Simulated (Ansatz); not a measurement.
C2H7FN2Si: nudged elastic band (part 2 of 2)

C2H7FN2Si, SMILES CC1(F)N[SiH]1N; RKS BLYP-D4/6-31G* (Ansatz 0.2.0). It belongs to a series of runs on one base structure; here: band between the two ends.

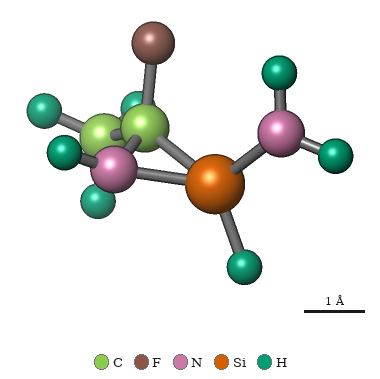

Fig. 1: The input geometry (ball-and-stick view, seen at a tilt).

The last band as extended XYZ, continued:
```
13
Properties=species:S:1:pos:R:3:forces:R:3 image=6 energy=-15759.73329
C     0.5485   -1.8151    0.8525    0.0031   0.0031  -0.0021
C     0.3941   -0.4065    0.3158   -0.0071   0.0003  -0.0010
F     1.0876    0.4764    1.2374    0.0032   0.0010  -0.0016
N     0.7115   -0.1295   -1.0769    0.0004   0.0039   0.0022
Si   -0.8332    0.5656   -0.7084   -0.0035  -0.0027   0.0032
N    -1.1576    2.1853   -0.2143   -0.0051  -0.0041   0.0028
H     1.6181   -2.0972    0.8725   -0.0001  -0.0010   0.0009
H     0.0096   -2.5306    0.2131    0.0006   0.0020  -0.0004
H     0.1550   -1.8870    1.8789    0.0004   0.0019  -0.0004
H     1.6680   -0.0077   -1.4238   -0.0007  -0.0010  -0.0020
H    -1.9794    0.1173   -1.5469   -0.0003  -0.0023   0.0003
H    -1.7010    2.8295   -0.7875    0.0123   0.0040  -0.0067
H    -0.5008    2.6646    0.4024   -0.0031  -0.0052   0.0049
13
Properties=species:S:1:pos:R:3:forces:R:3 image=7 energy=-15759.73406
C     0.5470   -1.8117    0.8531    0.0003   0.0003   0.0011
C     0.3919   -0.4044    0.3134   -0.0002  -0.0004  -0.0025
F     1.0846    0.4812    1.2331    0.0004   0.0013  -0.0001
N     0.7088   -0.1307   -1.0797   -0.0003  -0.0004   0.0005
Si   -0.8380    0.5631   -0.7120   -0.0014  -0.0003  -0.0004
N    -1.1673    2.1790   -0.2049   -0.0038  -0.0003  -0.0012
H     1.6166   -2.0929    0.8753    0.0001   0.0006   0.0001
H     0.0096   -2.5285    0.2141    0.0000   0.0005   0.0002
H     0.1518   -1.8818    1.8790    0.0003   0.0007   0.0001
H     1.6653   -0.0027   -1.4242   -0.0004   0.0005  -0.0006
H    -1.9792    0.1134   -1.5559   -0.0001  -0.0009  -0.0002
H    -1.6601    2.8415   -0.8034    0.0045   0.0018  -0.0006
H    -0.5107    2.6396    0.4269    0.0005  -0.0034   0.0033
13
Properties=species:S:1:pos:R:3:forces:R:3 image=8 energy=-15759.73423
C     0.5457   -1.8069    0.8556    0.0008   0.0003   0.0014
C     0.3884   -0.4029    0.3084    0.0028  -0.0059   0.0030
F     1.0777    0.4890    1.2251    0.0009   0.0008   0.0011
N     0.7062   -0.1347   -1.0854    0.0011  -0.0008   0.0007
Si   -0.8425    0.5593   -0.7196   -0.0053   0.0054  -0.0048
N    -1.1737    2.1713   -0.1980    0.0047  -0.0009   0.0002
H     1.6162   -2.0849    0.8822   -0.0009  -0.0003  -0.0003
H     0.0122   -2.5283    0.2185    0.0002   0.0008   0.0008
H     0.1477   -1.8727    1.8807    0.0006  -0.0004  -0.0015
H     1.6632    0.0044   -1.4243   -0.0003   0.0008  -0.0001
H    -1.9787    0.1095   -1.5697   -0.0011   0.0007  -0.0002
H    -1.6249    2.8525   -0.8086   -0.0007  -0.0015   0.0007
H    -0.5171    2.6096    0.4502   -0.0028   0.0010  -0.0009
```

The run was set up as follows.

The input:
```yaml
crystal:
  periodic: [false, false, false]
  atoms:
    - { symbol: C, position_ang: [0.534463, -1.828588, 0.850055] }
    - { symbol: C, position_ang: [0.392525, -0.412463, 0.330757] }
    - { symbol: F, position_ang: [1.072545, 0.454513, 1.277696] }
    - { symbol: "N", position_ang: [0.739944, -0.115281, -1.050341] }
    - { symbol: Si, position_ang: [-0.797815, 0.587412, -0.72209] }
    - { symbol: "N", position_ang: [-1.021184, 2.26688, -0.40603] }
    - { symbol: H, position_ang: [1.602567, -2.115563, 0.885177] }
    - { symbol: H, position_ang: [0.004349, -2.534057, 0.192237] }
    - { symbol: H, position_ang: [0.123789, -1.913349, 1.868844] }
    - { symbol: H, position_ang: [1.698926, -0.026932, -1.399059] }
    - { symbol: H, position_ang: [-1.960994, 0.13536, -1.538982] }
    - { symbol: H, position_ang: [-1.914314, 2.728301, -0.57196] }
    - { symbol: H, position_ang: [-0.454401, 2.738965, 0.298596] }
basis:
  gaussian: { orbitals: "6-31G*" }
hamiltonian:
  xc: blyp
  dispersion: d4
neb:
  order_check: false
  images: 7
  f_tol: 0.05
  max_iterations: 45
  final_atoms:
    - { symbol: C, position_ang: [0.54574708, -1.80691792, 0.85555352] }
    - { symbol: C, position_ang: [0.38839047, -0.40289871, 0.3084178] }
    - { symbol: F, position_ang: [1.0777008, 0.489042, 1.22507585] }
    - { symbol: "N", position_ang: [0.70620791, -0.13471606, -1.08540107] }
    - { symbol: Si, position_ang: [-0.84253597, 0.55926225, -0.71963624] }
    - { symbol: "N", position_ang: [-1.17367003, 2.17131278, -0.19801833] }
    - { symbol: H, position_ang: [1.61616545, -2.0848626, 0.88215768] }
    - { symbol: H, position_ang: [0.01220728, -2.52833723, 0.21846008] }
    - { symbol: H, position_ang: [0.14768815, -1.87268852, 1.88067141] }
    - { symbol: H, position_ang: [1.66324104, 0.00440853, -1.42429954] }
    - { symbol: H, position_ang: [-1.97869802, 0.10946087, -1.5697269] }
    - { symbol: H, position_ang: [-1.62492954, 2.85254327, -0.80855728] }
    - { symbol: H, position_ang: [-0.51711463, 2.60958936, 0.45020303] }
  initial_path:
    images:
      - { positions_ang: [[0.534463, -1.828588, 0.850055], [0.392525, -0.412463, 0.330757], [1.072545, 0.454513, 1.277696], [0.739944, -0.115281, -1.050341], [-0.797815, 0.587412, -0.72209], [-1.021184, 2.26688, -0.40603], [1.602567, -2.115563, 0.885177], [0.004349, -2.534057, 0.192237], [0.123789, -1.913349, 1.868844], [1.698926, -0.026932, -1.399059], [-1.960994, 0.13536, -1.538982], [-1.914314, 2.728301, -0.57196], [-0.454401, 2.738965, 0.298596]] }
      - { positions_ang: [[0.52971655, -1.84294508, 0.82366231], [0.42636395, -0.40575898, 0.36086867], [1.11848898, 0.43450564, 1.28979644], [0.71034899, -0.06505216, -1.0165], [-0.83855204, 0.55400223, -0.6130801], [-0.97962629, 2.23531794, -0.4350075], [1.57846739, -2.14909017, 0.86205594], [-0.00749731, -2.49881659, 0.1362904], [0.09040204, -1.93621623, 1.83838726], [1.53670534, 0.2183245, -1.29160535], [-1.95080309, 0.05066673, -1.44470407], [-1.83449272, 2.67440133, -0.69645655], [-0.35912179, 2.69585885, 0.20119256]] }
      - { positions_ang: [[0.5249701, -1.85730215, 0.79726961], [0.46020291, -0.39905496, 0.39098034], [1.16443296, 0.41449829, 1.30189687], [0.68075398, -0.01482332, -0.98265901], [-0.87928908, 0.52059246, -0.50407019], [-0.93806859, 2.20375587, -0.463985], [1.55436777, -2.18261734, 0.83893488], [-0.01934361, -2.46357618, 0.0803438], [0.05701509, -1.95908346, 1.80793052], [1.37448467, 0.463581, -1.18415169], [-1.94061218, -0.03402655, -1.35042614], [-1.75467143, 2.62050166, -0.8209531], [-0.26384258, 2.65275269, 0.10378911]] }
      - { positions_ang: [[0.52022364, -1.87165923, 0.77087692], [0.49404186, -0.39235095, 0.42109201], [1.21037694, 0.39449093, 1.31399731], [0.65115897, 0.03540552, -0.94881801], [-0.92002612, 0.4871827, -0.39506029], [-0.89651088, 2.17219381, -0.49296249], [1.53026816, -2.21614452, 0.81581381], [-0.03118992, -2.42833577, 0.0243972], [0.02362813, -1.98195069, 1.77747378], [1.21226401, 0.7088375, -1.07669804], [-1.93042128, -0.11871982, -1.25614821], [-1.67485015, 2.56660198, -0.94544966], [-0.16856337, 2.60964654, 0.00638567]] }
      - { positions_ang: [[0.51547719, -1.88601631, 0.74448422], [0.52788081, -0.38564693, 0.45120368], [1.25632092, 0.37448357, 1.32609774], [0.62156396, 0.08563436, -0.91497702], [-0.96076317, 0.45377293, -0.28605038], [-0.85495317, 2.14063175, -0.52193999], [1.50616855, -2.24967169, 0.79269275], [-0.04303623, -2.39309536, -0.03154939], [-0.00975882, -2.00481793, 1.74701704], [1.05004334, 0.954094, -0.96924439], [-1.92023037, -0.20341309, -1.16187028], [-1.59502886, 2.51270231, -1.06994621], [-0.07328415, 2.56654038, -0.09101777]] }
      - { positions_ang: [[0.52304466, -1.86624171, 0.77225155], [0.49300823, -0.38995987, 0.41550721], [1.21166589, 0.40312318, 1.30084227], [0.64272495, 0.03054676, -0.95758303], [-0.93120637, 0.48014526, -0.39444684], [-0.93463239, 2.148302, -0.44095958], [1.53366777, -2.20846942, 0.81505898], [-0.02922535, -2.42690583, 0.03095297], [0.02960292, -1.97178557, 1.78043063], [1.20334277, 0.71667263, -1.08300818], [-1.93484728, -0.1251946, -1.26383444], [-1.60250403, 2.59766255, -1.00459898], [-0.18424177, 2.57730263, 0.04428743]] }
      - { positions_ang: [[0.53061213, -1.84646711, 0.80001887], [0.45813564, -0.39427282, 0.37981074], [1.16701086, 0.43176278, 1.27558679], [0.66388594, -0.02454085, -1.00018904], [-0.90164957, 0.50651759, -0.50284331], [-1.0143116, 2.15597226, -0.35997916], [1.561167, -2.16726714, 0.83742522], [-0.01541447, -2.4607163, 0.09345534], [0.06896466, -1.93875322, 1.81384422], [1.35664219, 0.47925126, -1.19677197], [-1.94946419, -0.04697611, -1.36579859], [-1.6099792, 2.68262279, -0.93925175], [-0.29519939, 2.58806487, 0.17959263]] }
      - { positions_ang: [[0.53817961, -1.82669251, 0.82778619], [0.42326305, -0.39858576, 0.34411427], [1.12235583, 0.46040239, 1.25033132], [0.68504692, -0.07962846, -1.04279506], [-0.87209277, 0.53288992, -0.61123977], [-1.09399081, 2.16364252, -0.27899874], [1.58866623, -2.12606487, 0.85979145], [-0.0016036, -2.49452676, 0.15595771], [0.10832641, -1.90572087, 1.84725781], [1.50994162, 0.24182989, -1.31053575], [-1.96408111, 0.03124238, -1.46776275], [-1.61745437, 2.76758303, -0.87390452], [-0.40615701, 2.59882712, 0.31489783]] }
      - { positions_ang: [[0.54574708, -1.80691792, 0.85555352], [0.38839047, -0.40289871, 0.3084178], [1.0777008, 0.489042, 1.22507585], [0.70620791, -0.13471606, -1.08540107], [-0.84253597, 0.55926225, -0.71963624], [-1.17367003, 2.17131278, -0.19801833], [1.61616545, -2.0848626, 0.88215768], [0.01220728, -2.52833723, 0.21846008], [0.14768815, -1.87268852, 1.88067141], [1.66324104, 0.00440853, -1.42429954], [-1.97869802, 0.10946087, -1.5697269], [-1.62492954, 2.85254327, -0.80855728], [-0.51711463, 2.60958936, 0.45020303]] }
```

Launched with:
```bash
ansatz run input.yaml --threads 2 --pin off --max-ram 3072MiB --backend cpu --events-out ev --progress --plain --runs-dir out
```

Summary:

- outcome: converged
- barrier, forward: 0.000 eV
- barrier, backward: 0.008 eV
- hardware: 2 threads of Intel Xeon @ 2.50GHz (Skylake/Cascade Lake), 128 GiB of memory available, shared host
- wall time: 7.6 min (CPU time 14 min)
- peak memory: 0.18 GiB

The order of the saddle point was not checked.
